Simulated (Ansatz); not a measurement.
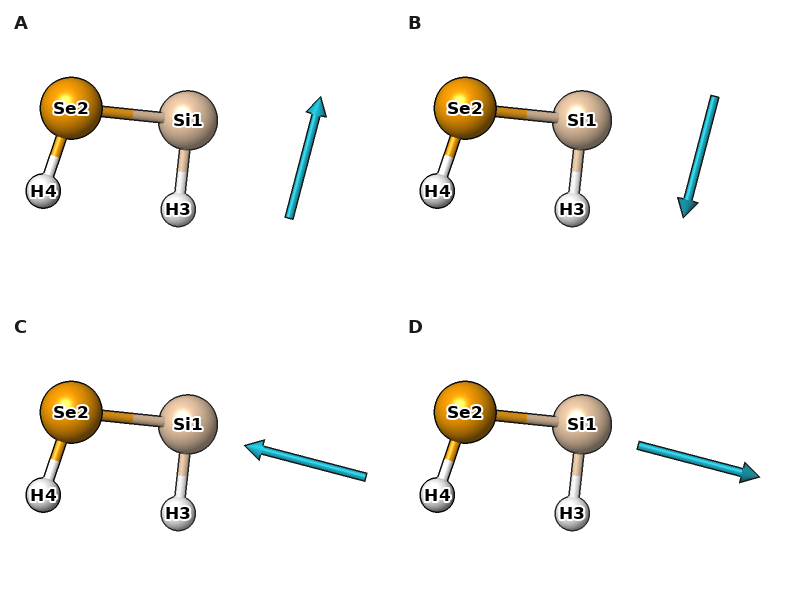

The same molecule four times, each with an arrow. Computed geometry: PBE0-D4/def2-TZVP optimisation. No frequency run is at hand to confirm it as a minimum. Properties computed with RKS PBE0-D4/def2-TZVP (Ansatz 0.2.0).

Which arrow points along the dipole moment, from the negative to the positive end?

B. The dipole moment is 0.91 D; it points from the side of Si1 to the side of H4 (the outermost atoms at the two ends).
